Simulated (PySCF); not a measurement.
# TD-BLYP/def2-SVP (spin of roots singlet) run of C2H6AlCl (AlMe2Cl)

Wanted: the excited states of C2H6AlCl (AlMe2Cl). Input form: a Python script.

Program for the calculation: PySCF 2.14.0.

6 further runs of the same task are left out: 6 set aside as unsound or not needed.

**1. Starting point**

C2H6AlCl has 10 atoms, charge 0, and is taken as a singlet. SMILES: `[CH3][Al]([CH3])[Cl]`. The shape comes from GFN2-xTB, which is rough for such elements, and wasn't checked as a minimum.

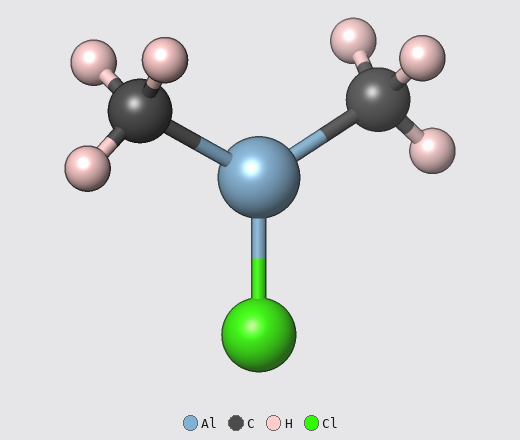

The structure, seen from a chosen angle (aluminium light blue, carbon dark grey, hydrogen pink, chlorine green).

**2. The vertical excitations at TD-BLYP/def2-SVP (spin of roots singlet)**

The input, input.py:

```python
from pyscf import gto, dft, tdscf

mol = gto.Mole()
mol.atom = '''
Al  -0.333990  -0.571060  -0.003240
C    1.658230  -0.653420  -0.001160
H    2.088760  -0.215280   0.903730
H    2.098030  -0.103840  -0.837810
H    2.024550  -1.683280  -0.063330
C   -1.381040   1.125560   0.003330
H   -1.243380   1.701470  -0.915810
H   -1.091020   1.791050   0.820570
H   -2.455350   0.938120   0.104340
Cl  -1.364800  -2.329320  -0.010610
'''
mol.basis = 'def2-svp'
mol.max_memory = 1860
mol.verbose = 3
mol.build()

ks = dft.RKS(mol, xc='blyp')
ks.conv_tol = 1e-10
ks.grids.level = 3
ks.kernel()
if not ks.converged:
    ks = ks.newton().run(ks.mo_coeff, ks.mo_occ)

etot = ks.e_tot
print(f'total energy: {etot:.8f} hartree')

td = tdscf.TDDFT(ks)
td.nstates = 3
td.kernel()
td.analyze()
roots = td.e * 27.211386
osc = td.oscillator_strength()
print('state   eV      nm      f')
for i, (w, f) in enumerate(zip(roots, osc), 1):
    print('%3d %9.4f %8.1f %9.5f' % (i, w, 1239.842 / w, f))
```

On the command line:

```console
$ OMP_NUM_THREADS=1 python input.py
```

What values should one expect? Wanted: ground-state or mean-field energy; dipole moment; HOMO energy; LUMO energy; HOMO–LUMO gap; lowest singlet excitation energy.

Answer, from the run:

Level: TD-BLYP/def2-SVP (spin of roots singlet).

| quantity | value |
| --- | --- |
| ground-state or mean-field energy | -782.18894 Eh |
| dipole moment (BLYP Kohn–Sham density) | 1.32 D |
| HOMO energy (BLYP Kohn–Sham orbitals) | -6.25 eV |
| LUMO energy (BLYP Kohn–Sham orbitals) | -1.16 eV |
| HOMO–LUMO gap (BLYP Kohn–Sham orbitals) | 5.09 eV |
| lowest singlet excitation energy | 5.15 eV |

The brightest of the 3 transitions from the ground state lies at 6.32 eV (196 nm, f = 0.153); the lowest, at 5.15 eV, has f = 0.000. Roots above 6.2 eV lie over the negative of the HOMO energy, where those of Rydberg kind are poorly described; valence roots are less touched.
